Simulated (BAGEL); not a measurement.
**doublet [C2H4F2]+: levels of theory compared**

Aim: a comparison of 5 runs (UHF/STO-3G, ROHF/6-31G*, UHF/6-31G*, ROHF/def2-SVPD, UHF/def2-SVPD) of doublet [C2H4F2]+. 

The results are computed with BAGEL 1.2.2.

### Step 1. The molecule

[C2H4F2]+ has 8 atoms, charge +1, and is taken as a doublet. As SMILES of the parent species, `FCCF`. The coordinates come from a PBE0-D4/def2-TZVP relaxation. This is one conformer, not always the lowest. That shape belongs to the parent species and isn't relaxed for this state.

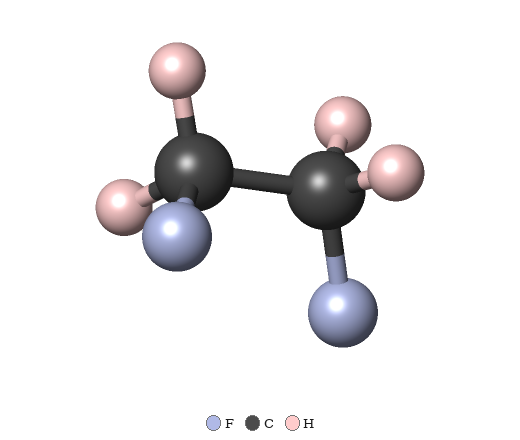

The structure, seen from a chosen angle (fluorine light blue, carbon dark grey, hydrogen pink).

### Step 2. The energy at UHF/STO-3G (density fitting with cc-pvqz-jkfit) (run 1)

input.json

```json
{ "bagel": [

{
  "title": "molecule",
  "basis": "sto-3g",
  "df_basis": "cc-pvqz-jkfit",
  "angstrom": true,
  "geometry": [
    { "atom": "F", "xyz": [   -1.312370,    0.775570,    0.874010 ] },
    { "atom": "C", "xyz": [   -0.115750,    0.716060,    0.193200 ] },
    { "atom": "C", "xyz": [    0.217900,   -0.696080,   -0.177380 ] },
    { "atom": "F", "xyz": [   -0.618130,   -1.153280,   -1.172850 ] },
    { "atom": "H", "xyz": [   -0.201180,    1.337840,   -0.702830 ] },
    { "atom": "H", "xyz": [    0.670250,    1.117960,    0.841860 ] },
    { "atom": "H", "xyz": [    1.248900,   -0.742470,   -0.544780 ] },
    { "atom": "H", "xyz": [    0.110390,   -1.355610,    0.688780 ] }
  ]
},
{ "title": "uhf", "charge": 1, "nopen": 1 },
{ "title": "print", "file": "orbitals.molden", "orbitals": true }

]}
```

The run is started by

```
$ BAGEL_NUM_THREADS=1 BAGEL input.json > input.out
```

The program printed:

```text
* using 1 threads per process

  ===============================================================
  ===============================================================

  *** Geometry ***

  { "atom" : "F", "xyz" : [     -2.480020,      1.465615,      1.651640 ] },
  { "atom" : "C", "xyz" : [     -0.218736,      1.353157,      0.365095 ] },
  { "atom" : "C", "xyz" : [      0.411771,     -1.315401,     -0.335200 ] },
  { "atom" : "F", "xyz" : [     -1.168096,     -2.179383,     -2.216365 ] },
  { "atom" : "H", "xyz" : [     -0.380175,      2.528151,     -1.328156 ] },
  { "atom" : "H", "xyz" : [      1.266589,      2.112638,      1.590885 ] },
  { "atom" : "H", "xyz" : [      2.360079,     -1.403065,     -1.029485 ] },
  { "atom" : "H", "xyz" : [      0.208607,     -2.561732,      1.301606 ] },

  Number of auxiliary basis functions:      628

  Since a DF basis is specified, we compute 2- and 3-index integrals:
    o Being stored without compression. Storage requirement is 0.003 GB

  Number of basis functions:       24
  Number of electrons      :       34

    * METHOD: MOLECULE                             0.21

  *** Open-shell HF ***

  === Nuclear Repulsion ===
   128.1346320609

      * DIIS with orbital gradients will be used.

  === UHF iteration (sto-3g) ===
      0       -272.62261097          0.06660843           0.02
      1       -272.79124540          0.03406433           0.02
      2       -272.82606552          0.01332267           0.02
      3       -272.83449041          0.00310112           0.02
      4       -272.83659798          0.00200518           0.02
      5       -272.83801253          0.00047591           0.02
      6       -272.83806666          0.00038776           0.02
      7       -272.83818119          0.00032564           0.02
      8       -272.83839037          0.00015824           0.02
      9       -272.83841490          0.00006043           0.02
[... 26 lines of this table left out ...]
     36       -272.83842053          0.00000002           0.02
     37       -272.83842053          0.00000002           0.02
     38       -272.83842053          0.00000001           0.02
     39       -272.83842053          0.00000001           0.02
    * SCF iteration converged.

    * S^2 (UHF) is 0.7626

    * Permanent dipole moment:
           (   -0.891975,    -0.174506,    -0.138068) a.u.

    * METHOD: UHF                                  0.90

    * METHOD: PRINT                                0.00

  ===============================================================
```

Wall time 1.2 s (1 thread of Intel Xeon 6975P-C (Granite Rapids), shared host); peak memory 0.082 GiB.

### Step 3. A single-point energy at ROHF/6-31G(d) (density fitting with cc-pvqz-jkfit, spherical functions) (run 2)

hf.json

```json
{ "bagel": [

{
  "title": "molecule",
  "basis": "6-31gs.json",
  "df_basis": "cc-pvqz-jkfit",
  "angstrom": true,
  "geometry": [
    { "atom": "F", "xyz": [      -1.312370,       0.775570,       0.874010 ] },
    { "atom": "C", "xyz": [      -0.115750,       0.716060,       0.193200 ] },
    { "atom": "C", "xyz": [       0.217900,      -0.696080,      -0.177380 ] },
    { "atom": "F", "xyz": [      -0.618130,      -1.153280,      -1.172850 ] },
    { "atom": "H", "xyz": [      -0.201180,       1.337840,      -0.702830 ] },
    { "atom": "H", "xyz": [       0.670250,       1.117960,       0.841860 ] },
    { "atom": "H", "xyz": [       1.248900,      -0.742470,      -0.544780 ] },
    { "atom": "H", "xyz": [       0.110390,      -1.355610,       0.688780 ] }
  ]
},

{
  "title": "rohf",
  "charge": 1,
  "nopen": 1
},

{
  "title": "print",
  "file": "orbitals.molden",
  "orbitals": true
}

]}
```

The basis set 6-31G* is read from a file made from the Basis Set Exchange's data (not shown).

The run is started by

```
$ BAGEL_NUM_THREADS=1 BAGEL hf.json > hf.out
```

The program printed:

```text
* using 1 threads per process

  ===============================================================
  ===============================================================

  *** Geometry ***

  { "atom" : "F", "xyz" : [     -2.480020,      1.465615,      1.651640 ] },
  { "atom" : "C", "xyz" : [     -0.218736,      1.353157,      0.365095 ] },
  { "atom" : "C", "xyz" : [      0.411771,     -1.315401,     -0.335200 ] },
  { "atom" : "F", "xyz" : [     -1.168096,     -2.179383,     -2.216365 ] },
  { "atom" : "H", "xyz" : [     -0.380175,      2.528151,     -1.328156 ] },
  { "atom" : "H", "xyz" : [      1.266589,      2.112638,      1.590885 ] },
  { "atom" : "H", "xyz" : [      2.360079,     -1.403065,     -1.029485 ] },
  { "atom" : "H", "xyz" : [      0.208607,     -2.561732,      1.301606 ] },

  Number of auxiliary basis functions:      628

  Since a DF basis is specified, we compute 2- and 3-index integrals:
    o Being stored without compression. Storage requirement is 0.021 GB

  Number of basis functions:       64
  Number of electrons      :       34

    * METHOD: MOLECULE                             0.25

  *** Open-shell HF ***

  === Nuclear Repulsion ===
   128.1346320609

      * DIIS with orbital gradients will be used.

  === ROHF iteration (6-31gs.json) ===
      0       -276.22013443          0.05306086           0.07
      1       -276.32600302          0.04260855           0.06
      2       -276.37650162          0.03185700           0.06
      3       -276.44596101          0.00181720           0.06
      4       -276.44743765          0.00131267           0.06
      5       -276.44894167          0.00117465           0.06
      6       -276.45176368          0.00082981           0.07
      7       -276.45335489          0.00061434           0.06
      8       -276.45364566          0.00062191           0.06
      9       -276.45404854          0.00034472           0.06
     10       -276.45418158          0.00012199           0.07
     11       -276.45419196          0.00006194           0.07
     12       -276.45419349          0.00003516           0.06
     13       -276.45419327          0.00001163           0.06
     14       -276.45418988          0.00000409           0.07
     15       -276.45418876          0.00000224           0.07
     16       -276.45418876          0.00000062           0.06
     17       -276.45418875          0.00000027           0.06
     18       -276.45418875          0.00000016           0.07
     19       -276.45418875          0.00000007           0.07
     20       -276.45418875          0.00000003           0.07
     21       -276.45418876          0.00000002           0.07
     22       -276.45418876          0.00000001           0.07
    * SCF iteration converged.

    * S^2 (ROHF) is 0.7500

    * Permanent dipole moment:
           (   -1.798745,    -0.351931,    -0.278447) a.u.

    * METHOD: ROHF                                 1.58

    * METHOD: PRINT                                0.00

  ===============================================================
```

Run time: 2 s. Hardware: 1 thread of Intel Xeon 6975P-C (Granite Rapids), shared host; peak memory 0.1 GiB.

Runs 3 to 4 aren't shown in full; the table further down has their settings and results.

### Step 4. A single-point energy at UHF/def2-SVPD (density fitting with cc-pvqz-jkfit) (run 5)

input.json: that of step 2 with these lines changed.

```diff
@@ -4,3 +4,3 @@
   "title": "molecule",
-  "basis": "sto-3g",
+  "basis": "def2-svpd.json",
   "df_basis": "cc-pvqz-jkfit",
```

The basis set def2-SVPD is read from a file made from the Basis Set Exchange's data (not shown).

The run is started by

```
$ BAGEL_NUM_THREADS=1 BAGEL input.json > input.out
```

The program printed:

```text
* using 1 threads per process

  ===============================================================
  ===============================================================

  *** Geometry ***

  { "atom" : "F", "xyz" : [     -2.480020,      1.465615,      1.651640 ] },
  { "atom" : "C", "xyz" : [     -0.218736,      1.353157,      0.365095 ] },
  { "atom" : "C", "xyz" : [      0.411771,     -1.315401,     -0.335200 ] },
  { "atom" : "F", "xyz" : [     -1.168096,     -2.179383,     -2.216365 ] },
  { "atom" : "H", "xyz" : [     -0.380175,      2.528151,     -1.328156 ] },
  { "atom" : "H", "xyz" : [      1.266589,      2.112638,      1.590885 ] },
  { "atom" : "H", "xyz" : [      2.360079,     -1.403065,     -1.029485 ] },
  { "atom" : "H", "xyz" : [      0.208607,     -2.561732,      1.301606 ] },

  Number of auxiliary basis functions:      628

  Since a DF basis is specified, we compute 2- and 3-index integrals:
    o Being stored without compression. Storage requirement is 0.070 GB

  Number of basis functions:      118
  Number of electrons      :       34

    * METHOD: MOLECULE                             0.31

  *** Open-shell HF ***

  === Nuclear Repulsion ===
   128.1346320609

      * DIIS with orbital gradients will be used.

  === UHF iteration (def2-svpd.json) ===
      0       -275.92610791          0.04065025           0.17
      1       -276.07014411          0.03435068           0.16
      2       -276.14720109          0.02444312           0.16
      3       -276.24412287          0.00159706           0.16
      4       -276.24669818          0.00098993           0.16
      5       -276.24831512          0.00091436           0.16
      6       -276.25179706          0.00080503           0.16
      7       -276.25505152          0.00068007           0.16
      8       -276.25698265          0.00059405           0.16
      9       -276.25980258          0.00086047           0.16
[... 19 lines of this table left out ...]
     29       -276.26098787          0.00000003           0.16
     30       -276.26098787          0.00000002           0.16
     31       -276.26098787          0.00000001           0.16
     32       -276.26098787          0.00000000           0.16
    * SCF iteration converged.

    * S^2 (UHF) is 0.7644

    * Permanent dipole moment:
           (   -1.775478,    -0.347389,    -0.274853) a.u.

    * METHOD: UHF                                  5.42

    * METHOD: PRINT                                0.01

  ===============================================================
```

Wall time 6 s (1 thread of Intel Xeon 6975P-C (Granite Rapids), shared host); peak memory 0.18 GiB.

### Step 5. The series

```csv
run,level,energy (Eh),⟨S²⟩,wall time
1,UHF/STO-3G (density fitting with cc-pvqz-jkfit),-272.838421,0.763,1.2 s
2,"ROHF/6-31G* (density fitting with cc-pvqz-jkfit, spherical functions)",-276.454189,0.750,2 s
3,"UHF/6-31G* (density fitting with cc-pvqz-jkfit, spherical functions)",-276.460225,0.764,2.4 s
4,ROHF/def2-SVPD (density fitting with cc-pvqz-jkfit),-276.254977,0.750,5.4 s
5,UHF/def2-SVPD (density fitting with cc-pvqz-jkfit),-276.260988,0.764,6 s
```

### Step 6. Results

| quantity | value |
| --- | --- |
| run 5: total energy | -276.26099 Eh |
| run 5: ⟨S²⟩ | 0.764 |

What this shows: In run 1 the basis is minimal, so the values are rough. All runs together took 17 s, the longest 6 s.
